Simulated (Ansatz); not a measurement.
Molecular dynamics, with input and output: CH6F2Si2 (part 1 of 3)

System: CH6F2Si2.
Method: RKS PBE/def2-SVP (Ansatz 0.2.0).

The geometry comes from this level: PBE0-D4/def2-TZVP. Figures and captions count atoms from 1; the log counts them from 0 in places.

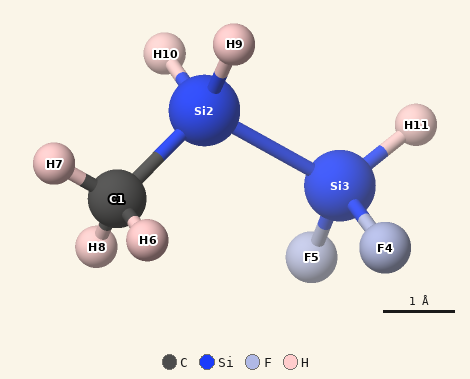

**Figure 1.** The structure as given in the input (ball-and-stick view, seen at a tilt; atoms are numbered from 1 in the order of the input).

**Input file**
```yaml
crystal:
  periodic: [false, false, false]
  atoms:
    - {symbol: C, position_ang: [-1.072620, 1.156887, 0.698278]}
    - {symbol: Si, position_ang: [0.477113, 0.106322, 0.760530]}
    - {symbol: Si, position_ang: [0.689190, -1.177548, -1.188184]}
    - {symbol: F, position_ang: [-0.602940, -2.100494, -1.358259]}
    - {symbol: F, position_ang: [0.723281, -0.210980, -2.458983]}
    - {symbol: H, position_ang: [-1.959781, 0.527526, 0.604023]}
    - {symbol: H, position_ang: [-1.169825, 1.754041, 1.607273]}
    - {symbol: H, position_ang: [-1.042855, 1.835028, -0.156868]}
    - {symbol: H, position_ang: [0.451479, -0.830737, 1.918232]}
    - {symbol: H, position_ang: [1.699540, 0.948931, 0.881731]}
    - {symbol: H, position_ang: [1.872817, -2.065976, -1.287173]}
basis:
  gaussian: {orbitals: def2-SVP}
hamiltonian: {xc: {name: PBE}}
md: {timestep: 0.5 fs, n_steps: 50, ensemble: nvt_nose_hoover, temperature: 500, initial_velocities: maxwell_boltzmann, seed: 283}
```

Launch command:
```bash
ansatz run in.yaml --threads 4 --pin off --events-out ev --progress --plain --max-ram 10444MiB
```

**The program's output**
```
Functional definition: PBE
  name "PBE"
  cite "Perdew, Burke & Ernzerhof, Phys. Rev. Lett. 77, 3865 (1996) doi:10.1103/PhysRevLett.77.3865"
  parent pbe
  parameter kappa = 0.804
  parameter beta = 0.06672455060314922
  exchange = pbe_x(kappa = kappa, mu = beta*pi^2/3)
  correlation = pbe_c(beta = beta)
1194 factors; their error is unknown
mean field evaluation 1: about -22293.1352 eV, gradient 6.5e1 eV
mean field evaluation 2: about -22275.0244 eV, gradient 1.1e2 eV
mean field evaluation 4: about -22301.8368 eV, gradient 6.9e0 eV
mean field evaluation 8: about -22301.9366 eV, gradient 4.9e-2 eV
mean field evaluation 16: about -22301.8471 eV, gradient 1.2e-4 eV
mean field -22301.84709134 eV, -819.5777638718 hartree, gradient 1.3e-5 eV, S^2 0.000000; 0 other end points of the search recorded, 0 dependent functions left out
the calculation of the forces begins
reference -22301.84712947 eV, -819.5777652729 hartree; 29, 29 occupied and 79, 79 virtual orbitals, 1194 factors
md step     0: t =     0.00 fs  T =   500.0 K  F+E_penalty+E_count = -22301.84709134 eV  E_kin = 0.581670 eV  conserved = -22301.26542134 eV  (27 SCF iters)
these checks for a lower state are left out or cut short: starts, cluster_reference, orbital_swaps, neighbouring_geometries, increment
1194 factors; their error is unknown
mean field -22301.84332504 eV, -819.5776254630 hartree, gradient 1.7e-5 eV, S^2 0.000000; 0 other end points of the search recorded, 0 dependent functions left out
the calculation of the forces begins
reference -22301.84336321 eV, -819.5776268657 hartree; 29, 29 occupied and 79, 79 virtual orbitals, 1194 factors
md step     1: t =     0.50 fs  T =   496.8 K  F+E_penalty+E_count = -22301.84332504 eV  E_kin = 0.577915 eV  conserved = -22301.26540962 eV  (30 SCF iters)
[... from here on the SCF iterations and repeated set-up lines of each step are left out, up to the last step ...]
md step     2: t =     1.00 fs  T =   483.6 K  F+E_penalty+E_count = -22301.82783710 eV  E_kin = 0.562581 eV  conserved = -22301.26525666 eV  (30 SCF iters)
md step     3: t =     1.50 fs  T =   462.5 K  F+E_penalty+E_count = -22301.80305061 eV  E_kin = 0.538040 eV  conserved = -22301.26501218 eV  (30 SCF iters)
md step     4: t =     2.00 fs  T =   436.7 K  F+E_penalty+E_count = -22301.77280478 eV  E_kin = 0.508067 eV  conserved = -22301.26474246 eV  (29 SCF iters)
md step     5: t =     2.50 fs  T =   409.9 K  F+E_penalty+E_count = -22301.74134299 eV  E_kin = 0.476849 eV  conserved = -22301.26450422 eV  (30 SCF iters)
md step     6: t =     3.00 fs  T =   385.2 K  F+E_penalty+E_count = -22301.71242586 eV  E_kin = 0.448114 eV  conserved = -22301.26433291 eV  (30 SCF iters)
md step     7: t =     3.50 fs  T =   364.9 K  F+E_penalty+E_count = -22301.68876111 eV  E_kin = 0.424553 eV  conserved = -22301.26424322 eV  (30 SCF iters)
md step     8: t =     4.00 fs  T =   350.4 K  F+E_penalty+E_count = -22301.67176240 eV  E_kin = 0.407584 eV  conserved = -22301.26423261 eV  (30 SCF iters)
md step     9: t =     4.50 fs  T =   341.6 K  F+E_penalty+E_count = -22301.66156544 eV  E_kin = 0.397353 eV  conserved = -22301.26429078 eV  (30 SCF iters)
md step    10: t =     5.00 fs  T =   337.7 K  F+E_penalty+E_count = -22301.65719659 eV  E_kin = 0.392905 eV  conserved = -22301.26440095 eV  (30 SCF iters)
md step    11: t =     5.50 fs  T =   337.3 K  F+E_penalty+E_count = -22301.65684189 eV  E_kin = 0.392444 eV  conserved = -22301.26454381 eV  (30 SCF iters)
md step    12: t =     6.00 fs  T =   338.4 K  F+E_penalty+E_count = -22301.65818641 eV  E_kin = 0.393683 eV  conserved = -22301.26469196 eV  (30 SCF iters)
md step    13: t =     6.50 fs  T =   338.9 K  F+E_penalty+E_count = -22301.65885523 eV  E_kin = 0.394280 eV  conserved = -22301.26481325 eV  (31 SCF iters)
md step    14: t =     7.00 fs  T =   337.3 K  F+E_penalty+E_count = -22301.65694412 eV  E_kin = 0.392366 eV  conserved = -22301.26487246 eV  (29 SCF iters)
md step    15: t =     7.50 fs  T =   332.7 K  F+E_penalty+E_count = -22301.65157238 eV  E_kin = 0.387084 eV  conserved = -22301.26484343 eV  (30 SCF iters)
md step    16: t =     8.00 fs  T =   325.7 K  F+E_penalty+E_count = -22301.64325537 eV  E_kin = 0.378948 eV  conserved = -22301.26473007 eV  (30 SCF iters)
md step    17: t =     8.50 fs  T =   317.8 K  F+E_penalty+E_count = -22301.63381355 eV  E_kin = 0.369733 eV  conserved = -22301.26457547 eV  (29 SCF iters)
md step    18: t =     9.00 fs  T =   311.0 K  F+E_penalty+E_count = -22301.62567496 eV  E_kin = 0.361794 eV  conserved = -22301.26445272 eV  (28 SCF iters)
md step    19: t =     9.50 fs  T =   306.9 K  F+E_penalty+E_count = -22301.62076396 eV  E_kin = 0.356994 eV  conserved = -22301.26442362 eV  (29 SCF iters)
md step    20: t =    10.00 fs  T =   305.9 K  F+E_penalty+E_count = -22301.61956796 eV  E_kin = 0.355811 eV  conserved = -22301.26449969 eV  (30 SCF iters)
md step    21: t =    10.50 fs  T =   307.0 K  F+E_penalty+E_count = -22301.62097126 eV  E_kin = 0.357179 eV  conserved = -22301.26463078 eV  (31 SCF iters)
md step    22: t =    11.00 fs  T =   308.8 K  F+E_penalty+E_count = -22301.62298367 eV  E_kin = 0.359183 eV  conserved = -22301.26474303 eV  (31 SCF iters)
md step    23: t =    11.50 fs  T =   309.5 K  F+E_penalty+E_count = -22301.62384474 eV  E_kin = 0.360111 eV  conserved = -22301.26478656 eV  (30 SCF iters)
md step    24: t =    12.00 fs  T =   308.8 K  F+E_penalty+E_count = -22301.62278661 eV  E_kin = 0.359195 eV  conserved = -22301.26476173 eV  (29 SCF iters)
md step    25: t =    12.50 fs  T =   306.6 K  F+E_penalty+E_count = -22301.62006537 eV  E_kin = 0.356653 eV  conserved = -22301.26470660 eV  (30 SCF iters)
md step    26: t =    13.00 fs  T =   303.6 K  F+E_penalty+E_count = -22301.61642015 eV  E_kin = 0.353177 eV  conserved = -22301.26466652 eV  (31 SCF iters)
md step    27: t =    13.50 fs  T =   300.3 K  F+E_penalty+E_count = -22301.61241679 eV  E_kin = 0.349311 eV  conserved = -22301.26466440 eV  (31 SCF iters)
md step    28: t =    14.00 fs  T =   296.6 K  F+E_penalty+E_count = -22301.60808593 eV  E_kin = 0.345090 eV  conserved = -22301.26469550 eV  (30 SCF iters)
md step    29: t =    14.50 fs  T =   292.3 K  F+E_penalty+E_count = -22301.60296798 eV  E_kin = 0.340077 eV  conserved = -22301.26473628 eV  (30 SCF iters)
md step    30: t =    15.00 fs  T =   286.8 K  F+E_penalty+E_count = -22301.59643716 eV  E_kin = 0.333669 eV  conserved = -22301.26476436 eV  (30 SCF iters)
md step    31: t =    15.50 fs  T =   279.7 K  F+E_penalty+E_count = -22301.58805521 eV  E_kin = 0.325442 eV  conserved = -22301.26476427 eV  (30 SCF iters)
md step    32: t =    16.00 fs  T =   271.1 K  F+E_penalty+E_count = -22301.57779664 eV  E_kin = 0.315370 eV  conserved = -22301.26473506 eV  (30 SCF iters)
md step    33: t =    16.50 fs  T =   261.2 K  F+E_penalty+E_count = -22301.56607727 eV  E_kin = 0.303860 eV  conserved = -22301.26468547 eV  (30 SCF iters)
md step    34: t =    17.00 fs  T =   250.7 K  F+E_penalty+E_count = -22301.55364722 eV  E_kin = 0.291652 eV  conserved = -22301.26462384 eV  (30 SCF iters)
md step    35: t =    17.50 fs  T =   240.4 K  F+E_penalty+E_count = -22301.54146769 eV  E_kin = 0.279703 eV  conserved = -22301.26455457 eV  (30 SCF iters)
md step    36: t =    18.00 fs  T =   231.3 K  F+E_penalty+E_count = -22301.53065448 eV  E_kin = 0.269130 eV  conserved = -22301.26447587 eV  (30 SCF iters)
md step    37: t =    18.50 fs  T =   224.5 K  F+E_penalty+E_count = -22301.52249539 eV  E_kin = 0.261223 eV  conserved = -22301.26438834 eV  (29 SCF iters)
md step    38: t =    19.00 fs  T =   221.3 K  F+E_penalty+E_count = -22301.51841405 eV  E_kin = 0.257390 eV  conserved = -22301.26430712 eV  (30 SCF iters)
md step    39: t =    19.50 fs  T =   222.5 K  F+E_penalty+E_count = -22301.51970433 eV  E_kin = 0.258895 eV  conserved = -22301.26426658 eV  (30 SCF iters)
md step    40: t =    20.00 fs  T =   228.9 K  F+E_penalty+E_count = -22301.52698893 eV  E_kin = 0.266326 eV  conserved = -22301.26430466 eV  (30 SCF iters)
md step    41: t =    20.50 fs  T =   239.9 K  F+E_penalty+E_count = -22301.53965116 eV  E_kin = 0.279060 eV  conserved = -22301.26443221 eV  (30 SCF iters)
md step    42: t =    21.00 fs  T =   253.7 K  F+E_penalty+E_count = -22301.55568916 eV  E_kin = 0.295135 eV  conserved = -22301.26461346 eV  (30 SCF iters)
md step    43: t =    21.50 fs  T =   268.0 K  F+E_penalty+E_count = -22301.57226035 eV  E_kin = 0.311777 eV  conserved = -22301.26478033 eV  (30 SCF iters)
md step    44: t =    22.00 fs  T =   280.5 K  F+E_penalty+E_count = -22301.58668624 eV  E_kin = 0.326363 eV  conserved = -22301.26487793 eV  (31 SCF iters)
md step    45: t =    22.50 fs  T =   289.9 K  F+E_penalty+E_count = -22301.59729465 eV  E_kin = 0.337229 eV  conserved = -22301.26489582 eV  (31 SCF iters)
md step    46: t =    23.00 fs  T =   295.6 K  F+E_penalty+E_count = -22301.60361982 eV  E_kin = 0.343875 eV  conserved = -22301.26486509 eV  (31 SCF iters)
md step    47: t =    23.50 fs  T =   297.9 K  F+E_penalty+E_count = -22301.60598022 eV  E_kin = 0.346574 eV  conserved = -22301.26482793 eV  (30 SCF iters)
md step    48: t =    24.00 fs  T =   297.2 K  F+E_penalty+E_count = -22301.60487515 eV  E_kin = 0.345800 eV  conserved = -22301.26480600 eV  (30 SCF iters)
md step    49: t =    24.50 fs  T =   293.9 K  F+E_penalty+E_count = -22301.60066172 eV  E_kin = 0.341917 eV  conserved = -22301.26479081 eV  (30 SCF iters)
these checks for a lower state are left out or cut short: starts, cluster_reference, orbital_swaps, neighbouring_geometries, increment
1194 factors; their error is unknown
mean field -22301.59365584 eV, -819.5684502889 hartree, gradient 2.1e-5 eV, S^2 0.000000; 0 other end points of the search recorded, 0 dependent functions left out
the calculation of the forces begins
reference -22301.59369385 eV, -819.5684516859 hartree; 29, 29 occupied and 79, 79 virtual orbitals, 1194 factors
1194 factors; their error is unknown
mean field evaluation 416: about -22301.6716 eV, gradient 2.0e0 eV
mean field -22301.59365584 eV, -819.5684502889 hartree, gradient 2.0e-5 eV, S^2 0.000000; 1 other end points of the search recorded, 0 dependent functions left out
the calculation of the forces begins
reference -22301.59369385 eV, -819.5684516859 hartree; 29, 29 occupied and 79, 79 virtual orbitals, 1194 factors
md step    50: t =    25.00 fs  T =   288.2 K  F+E_penalty+E_count = -22301.59365584 eV  E_kin = 0.335262 eV  conserved = -22301.26475770 eV  (28 SCF iters)
```

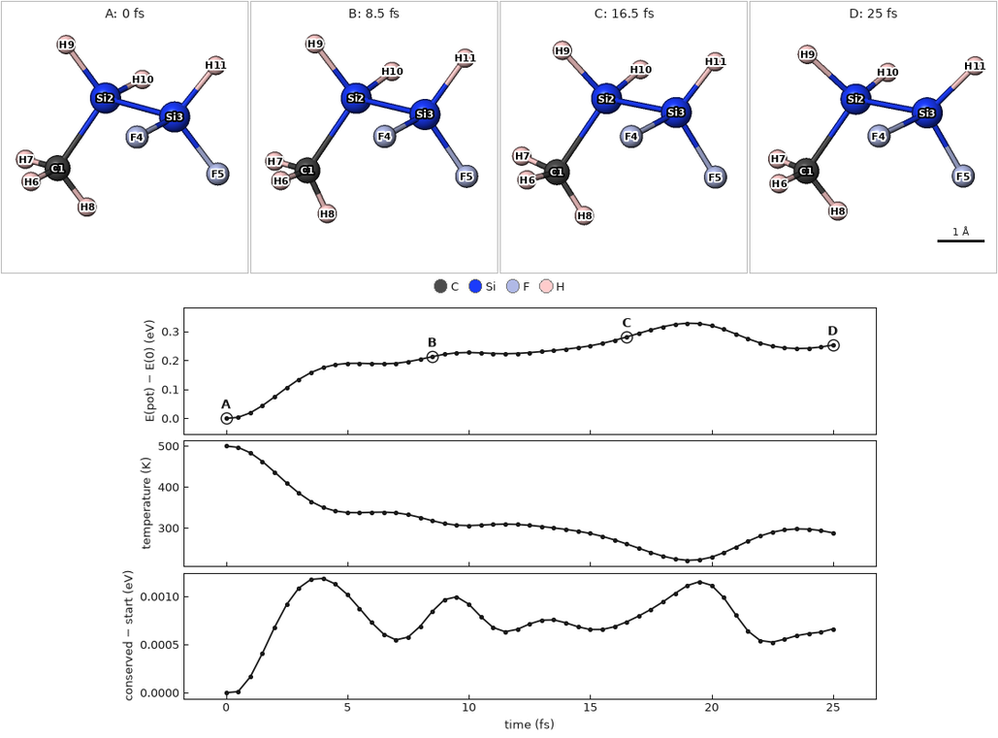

**Figure 2.** Frames of the molecular dynamics (ball-and-stick, seen at a tilt) above the curves, on which the letters mark them. The trajectory kept here has 51 frames over 25 fs. The temperature starts at 500 K, ranges from 221 to 500 K and averages 270 K over the second half. The potential energy ends 0.253 eV above its first value. The conserved quantity stays within 0.0012 eV. After an unweighted best fit of the last frame on the first, the root-mean-square displacement is 0.15 Å, and H11 has moved furthest (0.28 Å).

```
Total energy: -22301.59369385 eV, -819.5684516859 hartree
Atom 0 at    -1.111037     1.181533     0.647637 Å, force     0.972063     0.248269    -1.590311 eV/Å
Atom 1 at     0.462869     0.055117     0.685000 Å, force    -0.627433     0.010847     1.239999 eV/Å
Atom 2 at     0.806418    -1.213266    -1.195380 Å, force    -1.565489    -1.272225    -0.728458 eV/Å
Atom 3 at    -0.680384    -2.075231    -1.235017 Å, force     1.709715     0.691643    -0.089598 eV/Å
Atom 4 at     0.683415    -0.108737    -2.406761 Å, force     0.235299    -0.207318    -0.180316 eV/Å
Atom 5 at    -2.008029     0.536916     0.565441 Å, force    -0.013427     0.151183     0.084274 eV/Å
Atom 6 at    -1.097687     1.791042     1.561766 Å, force    -0.172450     0.039088     0.301218 eV/Å
Atom 7 at    -1.054783     1.892213    -0.247446 Å, force    -0.211391    -0.650038     0.792516 eV/Å
Atom 8 at     0.117396    -0.929343     1.811631 Å, force     0.423826     0.197221    -0.222627 eV/Å
Atom 9 at     1.721541     0.814622     0.996267 Å, force    -0.000075     0.096908     0.112328 eV/Å
Atom 10 at     1.972373    -2.211640    -1.519206 Å, force    -0.750636     0.694423     0.280976 eV/Å
Dipole moment:     0.192121     0.154144     0.245495 e Å
```

**Trajectory as extended XYZ (Å, eV, eV/Å), 41 of the 51 frames kept, from step=0 to step=50**
```
11
Properties=species:S:1:pos:R:3:forces:R:3 step=0 time_fs=0.0 energy=-22301.84709 temperature=500.0
C    -1.0726    1.1569    0.6983    0.1634  -0.1057   0.0152
Si    0.4771    0.1063    0.7605    0.0570  -0.1553  -0.1981
Si    0.6892   -1.1775   -1.1882    0.9237   0.0387   1.1793
F    -0.6029   -2.1005   -1.3583   -1.2501  -0.8688  -0.1095
F     0.7233   -0.2110   -2.4590    0.0391   0.9679  -1.1795
H    -1.9598    0.5275    0.6040   -0.4506  -0.3210  -0.0497
H    -1.1698    1.7540    1.6073   -0.0515   0.3060   0.4637
H    -1.0429    1.8350   -0.1569    0.0153   0.3434  -0.4363
H     0.4515   -0.8307    1.9182   -0.0061  -0.1940   0.2596
H     1.6995    0.9489    0.8817    0.2616   0.1877   0.0372
H     1.8728   -2.0660   -1.2872    0.2983  -0.1988   0.0182
11
Properties=species:S:1:pos:R:3:forces:R:3 step=1 time_fs=0.5 energy=-22301.84333 temperature=496.8
C    -1.0737    1.1578    0.6975    0.1619   0.0684  -0.3936
Si    0.4766    0.1040    0.7584    0.2265   0.0497  -0.2379
Si    0.6907   -1.1811   -1.1879    0.8356   0.4003   1.1119
F    -0.6016   -2.0972   -1.3551   -1.3744  -0.9709  -0.1368
F     0.7217   -0.2074   -2.4587    0.0511   0.8546  -1.0611
H    -1.9588    0.5238    0.6008   -0.4300  -0.2862  -0.0156
H    -1.1689    1.7603    1.5981   -0.0817   0.3283   0.6350
H    -1.0621    1.8546   -0.1573    0.0662   0.0516  -0.2004
H     0.4522   -0.8311    1.9136   -0.0296  -0.2275   0.3084
H     1.7140    0.9453    0.8887    0.0815   0.0787   0.0106
H     1.8645   -2.0614   -1.2789    0.4930  -0.3470  -0.0204
11
Properties=species:S:1:pos:R:3:forces:R:3 step=2 time_fs=1.0 energy=-22301.82784 temperature=483.6
C    -1.0748    1.1588    0.6966    0.1112   0.2519  -0.7489
Si    0.4761    0.1017    0.7562    0.3915   0.2389  -0.2612
Si    0.6923   -1.1845   -1.1876    0.7506   0.7508   1.0352
F    -0.6004   -2.0941   -1.3520   -1.4906  -1.0665  -0.1628
F     0.7201   -0.2038   -2.4586    0.0638   0.7364  -0.9382
H    -1.9588    0.5194    0.5976   -0.3744  -0.2245   0.0217
H    -1.1682    1.7674    1.5905   -0.1057   0.3189   0.7518
H    -1.0813    1.8744   -0.1582    0.1245  -0.2436   0.0317
H     0.4528   -0.8320    1.9096   -0.0519  -0.2507   0.3443
H     1.7286    0.9418    0.8958   -0.0949  -0.0253  -0.0173
H     1.8573   -2.0576   -1.2707    0.6760  -0.4864  -0.0563
```
